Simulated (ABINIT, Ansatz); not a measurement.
## AlBiTe3 (Pm-3m): zone-centre phonons

Wanted: the vibrations of AlBiTe3 (Pm-3m) at Γ, by two programs.

Method: DFT LDA, scalar-relativistic, plane waves, HGH norm-conserving pseudopotentials, in ABINIT 10.8.3.

The structure was built from a prototype and need not be the compound's stable phase.

## Step 1: Starting point

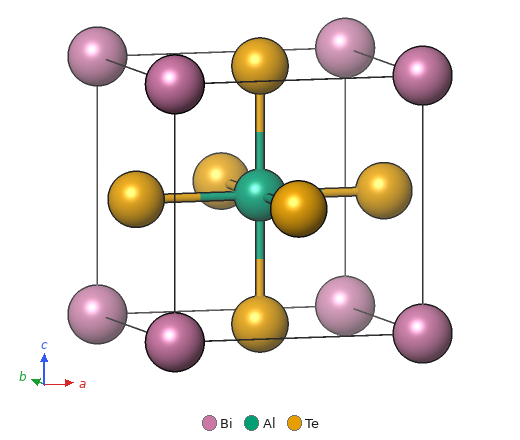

The starting structure, seen slightly off an axis (bismuth pink, aluminium teal, tellurium orange). Some periodic images of atoms are drawn too.

## Step 2: Relaxing the cell and atoms

The harmonic expansion needs vanishing forces, and a free crystal bears no stress, so cell and atoms are brought to rest. Stress is more sensitive to the basis than forces are: the last 3 Ha under the cutoff are smoothed with ecutsm, and the cutoff is raised above that of the later runs.

The starting cell comes from a relaxation made beforehand in Ansatz (LDA, PseudoDojo NC).

The input, relax.abi:

```
# relaxation
ionmov 2
optcell 2
dilatmx 1.08
ntime 40
tolmxf 1.0d-05
tolvrs 1.0d-14
prtwf 0
prtden 0
chksymtnons 0

# basis, mesh and filling
ecut 26.0
ecutsm 3.0
ixc 7
ngkpt 4 4 4
nshiftk 1
shiftk 0.0 0.0 0.0
istwfk *1
occopt 7
tsmear 0.01
nband 20
nstep 100
diemac 1000000.0
prtebands 0
prtgsr 0

# cell and atoms
acell 9.842764097 9.842764097 9.842764097
rprim 
    1.0 0.0 0.0
    0.0 1.0 0.0
    0.0 0.0 1.0
ntypat 3
znucl 83 13 52
natom 5
typat 1 2 3 3 3
xred 
    0.0 0.0 0.0
    0.5 0.5 0.5
    0.5 0.5 0.0
    0.5 0.0 0.5
    0.0 0.5 0.5
pp_dirpath "./pseudo"
pseudos "Bi.hgh, Al.hgh, Te.hgh"
```

Started as:

```bash
$ OMP_NUM_THREADS=1 mpirun -n 4 abinit relax.abi > relax.log
```

Numbers of over 12 decimals in the logs are rounded to 6 here.

relax.abo, the main output file:

```text
[banners, grids, parts of the stress and lines that vanish by symmetry left out]
- input  file    -> relax.abi
- output file    -> relax.abo
- root for input  files -> relaxi
[...]
Symmetries : space group Pm -3 m (#221); Bravais cP (primitive cubic)
[...]
mpw =        7664          nfft =      125000          nkpt =          10
[...]
== DATASET  1 ==================================================================
[...]
cutoff_energies: {ecut:  26.0, pawecutdg:  -1.0, }
[...]
Exchange-correlation functional for the present dataset will be:
  LDA: Perdew-Wang 92 LSD fit to Ceperley-Alder data - ixc=7
[...]
ETOT  1  -32.262359772140    -3.226E+01 5.155E-02 1.214E+03
 ETOT  2  -32.398512112526    -1.362E-01 4.238E-03 1.285E+02
 ETOT  3  -32.414628352931    -1.612E-02 1.142E-03 1.600E+01
 ETOT  4  -32.416768764654    -2.140E-03 4.468E-04 1.477E-01
 ETOT  5  -32.416789639671    -2.088E-05 2.612E-04 8.406E-04
[...]
At SCF step   13       vres2   =  2.41E-15 < tolvrs=  1.00E-14 =>converged.
[...]
sigma(1 1)= -1.83112841E-05  sigma(3 2)=  0.00000000E+00
  sigma(2 2)= -1.83112841E-05  sigma(3 1)=  0.00000000E+00
  sigma(3 3)= -1.83112841E-05  sigma(2 1)=  0.00000000E+00
[...]
convergence: {deltae:  3.340E-13, res2:  2.413E-15, residm:  5.655E-06, diffor: null, }
etotal    :  -3.24167898E+01
[...]
ETOT  1  -32.416799603931    -3.242E+01 3.121E-06 1.487E-01
[...]
At SCF step    9       vres2   =  1.98E-15 < tolvrs=  1.00E-14 =>converged.
[...]
sigma(1 1)= -1.51287286E-05  sigma(3 2)=  0.00000000E+00
  sigma(2 2)= -1.51287286E-05  sigma(3 1)=  0.00000000E+00
  sigma(3 3)= -1.51287286E-05  sigma(2 1)=  0.00000000E+00
[...]
convergence: {deltae:  1.279E-13, res2:  1.978E-15, residm:  3.233E-07, diffor: null, }
etotal    :  -3.24168160E+01
[...]
ETOT  1  -32.416485427971    -3.242E+01 4.087E-06 3.487E+00
[...]
At SCF step   10       vres2   =  3.29E-16 < tolvrs=  1.00E-14 =>converged.
[...]
sigma(1 1)= -2.07767670E-07  sigma(3 2)=  0.00000000E+00
  sigma(2 2)= -2.07767670E-07  sigma(3 1)=  0.00000000E+00
  sigma(3 3)= -2.07767670E-07  sigma(2 1)=  0.00000000E+00
[...]
convergence: {deltae: -8.669E-13, res2:  3.288E-16, residm:  3.294E-06, diffor: null, }
etotal    :  -3.24168737E+01
[...]
ETOT  1  -32.416873618578    -3.242E+01 3.440E-06 6.796E-04
[...]
ETOT  7  -32.416873694213    -1.037E-12 1.289E-06 1.004E-14
 ETOT  8  -32.416873694212     1.563E-13 3.883E-06 1.727E-16
 At SCF step    8       vres2   =  1.73E-16 < tolvrs=  1.00E-14 =>converged.
[...]
sigma(1 1)= -2.44150457E-09  sigma(3 2)=  0.00000000E+00
  sigma(2 2)= -2.44150457E-09  sigma(3 1)=  0.00000000E+00
  sigma(3 3)= -2.44150457E-09  sigma(2 1)=  0.00000000E+00
[...]
convergence: {deltae:  1.563E-13, res2:  1.727E-16, residm:  3.883E-06, diffor: null, }
etotal    :  -3.24168737E+01
[...]
At Broyd/MD step   4, gradients are converged :
[...]
sigma(1 1)= -2.44150457E-09  sigma(3 2)=  0.00000000E+00
  sigma(2 2)= -2.44150457E-09  sigma(3 1)=  0.00000000E+00
  sigma(3 3)= -2.44150457E-09  sigma(2 1)=  0.00000000E+00
[...]
- sigma(1 1)= -7.18315443E-05  sigma(3 2)=  0.00000000E+00
- sigma(2 2)= -7.18315444E-05  sigma(3 1)=  0.00000000E+00
- sigma(3 3)= -7.18315443E-05  sigma(2 1)=  0.00000000E+00
[...]
fcart     -0.0000000000E+00 -0.0000000000E+00 -0.0000000000E+00
           strten     -2.4415045671E-09 -2.4415045688E-09 -2.4415045671E-09
================================================================================

[key lines of the parts left out:]
pressure_GPa:   7.1832E-05
Total energy (etotal) [Ha]= -3.24168736942125E+01
```

Wall time 78 s (4 MPI ranks of Intel Xeon at 2.70GHz, shared host).

The steps of the relaxation:

```csv
step,energy less that of the first step (eV),largest force (eV/Å),volume (Å³)
1,0.0000,0.0000,141.30
2,-0.0007,0.0000,141.54
3,-0.0023,0.0000,142.66
4,-0.0023,0.0000,142.67
```

```csv
"conventional cell, symmetrised",before,after,change
a (Å),5.209,5.225,+0.3 %
b (Å),5.209,5.225,+0.3 %
c (Å),5.209,5.225,+0.3 %
volume (Å³/atom),28.26,28.53,+1.0 %
```

Read from the output:

- volume per atom: 28.53 Å³
- pressure: 7.18e-5 GPa
- gap on the k-mesh: 0 eV

The volume changes by +1.0 % from the cell with which this run began.

## Step 3: Ground state

The response is built on these wavefunctions, so the potential is converged far more tightly than an energy would need. Occupations are smeared.

The input, gs.abi:

```
# ground state
tolvrs 1.0d-16
prtden 1
prtwf 1

# basis, mesh and filling
ecut 20.0
ixc 7
ngkpt 4 4 4
nshiftk 1
shiftk 0.0 0.0 0.0
istwfk *1
occopt 7
tsmear 0.01
nband 20
nstep 100
diemac 1000000.0
prtebands 0
prtgsr 0

# cell and atoms
acell 9.874484099 9.874484099 9.874484099
rprim 
    1.0 0.0 0.0
    0.0 1.0 0.0
    0.0 0.0 1.0
ntypat 3
znucl 83 13 52
natom 5
typat 1 2 3 3 3
xred 
    0.0 0.0 0.0
    0.5 0.5 0.5
    0.5 0.5 0.0
    0.5 0.0 0.5
    0.0 0.5 0.5
pp_dirpath "./pseudo"
pseudos "Bi.hgh, Al.hgh, Te.hgh"
```

Started as:

```bash
$ OMP_NUM_THREADS=1 mpirun -n 4 abinit gs.abi > gs.log
```

gs.abo, the main output file:

```text
[banners, grids, parts of the stress and lines that vanish by symmetry left out]
- input  file    -> gs.abi
- output file    -> gs.abo
- root for input  files -> gsi
[...]
Symmetries : space group Pm -3 m (#221); Bravais cP (primitive cubic)
[...]
mpw =        4224          nfft =       64000          nkpt =          10
[...]
== DATASET  1 ==================================================================
[...]
cutoff_energies: {ecut:  20.0, pawecutdg:  -1.0, }
[...]
Exchange-correlation functional for the present dataset will be:
  LDA: Perdew-Wang 92 LSD fit to Ceperley-Alder data - ixc=7
[...]
ETOT  1  -32.264159219459    -3.226E+01 3.116E-02 6.301E+02
 ETOT  2  -32.396429627722    -1.323E-01 2.734E-02 7.132E+01
 ETOT  3  -32.413863753643    -1.743E-02 3.709E-03 8.462E+00
 ETOT  4  -32.416110637630    -2.247E-03 2.101E-03 6.824E-02
 ETOT  5  -32.416129810235    -1.917E-05 1.387E-03 1.925E-04
[...]
ETOT 12  -32.416129866697     2.132E-13 9.755E-05 8.080E-16
 ETOT 13  -32.416129866696     2.700E-13 1.024E-04 5.573E-17
 At SCF step   13       vres2   =  5.57E-17 < tolvrs=  1.00E-16 =>converged.
[...]
sigma(1 1)=  4.28155729E-06  sigma(3 2)=  0.00000000E+00
  sigma(2 2)=  4.28155729E-06  sigma(3 1)=  0.00000000E+00
  sigma(3 3)=  4.28155729E-06  sigma(2 1)=  0.00000000E+00
[...]
convergence: {deltae:  2.700E-13, res2:  5.573E-17, residm:  1.024E-04, diffor: null, }
etotal    :  -3.24161299E+01
[...]
sigma(1 1)=  4.28155729E-06  sigma(3 2)=  0.00000000E+00
  sigma(2 2)=  4.28155729E-06  sigma(3 1)=  0.00000000E+00
  sigma(3 3)=  4.28155729E-06  sigma(2 1)=  0.00000000E+00
[...]
- sigma(1 1)=  1.25967764E-01  sigma(3 2)=  0.00000000E+00
- sigma(2 2)=  1.25967764E-01  sigma(3 1)=  0.00000000E+00
- sigma(3 3)=  1.25967764E-01  sigma(2 1)=  0.00000000E+00
[...]
fcart     -0.0000000000E+00 -0.0000000000E+00 -0.0000000000E+00
           strten      4.2815572901E-06  4.2815572901E-06  4.2815572901E-06
================================================================================

[key lines of the parts left out:]
pressure_GPa:  -1.2597E-01
```

Wall time 13 s (4 MPI ranks).

Read from the output:

| Item | Value |
| --- | --- |
| pressure | -0.1260 GPa |

The cell stands at -0.13 GPa: the relaxation ran with a smoothed and higher cutoff, and the difference is a stress of the finite basis.

(Part 1 of 5 ends here.)

[Host names and launcher messages were left out of these logs when they were recorded.]

[Logs are printed without paths, hosts, clocks, repeated set-up lines and the standing remarks that a program may print on its own settings, such as how far it seeks lower states.]

[Hosts, paths, dates, database ids (printed as entryN), source tags and the programs' standing remarks are cut or masked in the printed files.]
